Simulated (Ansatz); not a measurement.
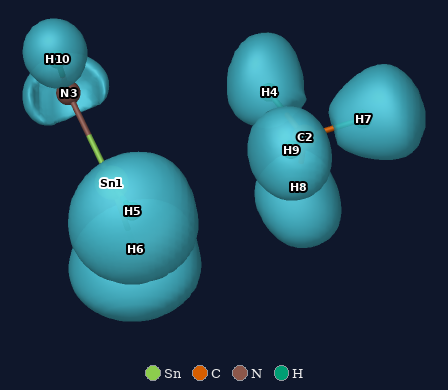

The picture shows: H$_{3}$NSn···CH$_{4}$. Isosurface of the electron localisation function at 0.85 (cyan), seen across its widest extent. Core shells and regions of very low density are left out.

The product side of a reaction path; geometry: PBE0-D4/def2-TZVP; core potentials replace the inner electrons of Sn.

Computed with RKS PBE0-D4/def2-TZVPP in Ansatz.

```yaml
atoms:
  - { symbol: Sn, position_ang: [-1.6450, -0.1904, 0.5728] }
  - { symbol: C, position_ang: [1.8291, 0.0366, -0.1750] }
  - { symbol: N, position_ang: [-2.3855, -0.1845, -1.1733] }
  - { symbol: H, position_ang: [1.2073, -0.0150, -1.0694] }
  - { symbol: H, position_ang: [-1.3305, 1.0969, 1.6611] }
  - { symbol: H, position_ang: [-1.2119, -1.6898, 1.2491] }
  - { symbol: H, position_ang: [2.8737, 0.1326, -0.4705] }
  - { symbol: H, position_ang: [1.7097, -0.8744, 0.4127] }
  - { symbol: H, position_ang: [1.5507, 0.9050, 0.4238] }
  - { symbol: H, position_ang: [-2.5976, 0.7829, -1.4313] }
```

Question: Identify the bonds, lone pairs and shells in this picture.

Answer: At this value the surface marks out seven regions around hydrogen nuclei and one lobe on N, pointing away from the bonds (lone pairs). Profiles from the grid: C2···Sn1 (3.56 Å): the ELF dips to about 0 between them. Sn–N (1.90 Å): the ELF peaks at about 0.80 in the valence shell of N, 0.6 Å from its nucleus, and drops to about 0.20 between the two atoms.
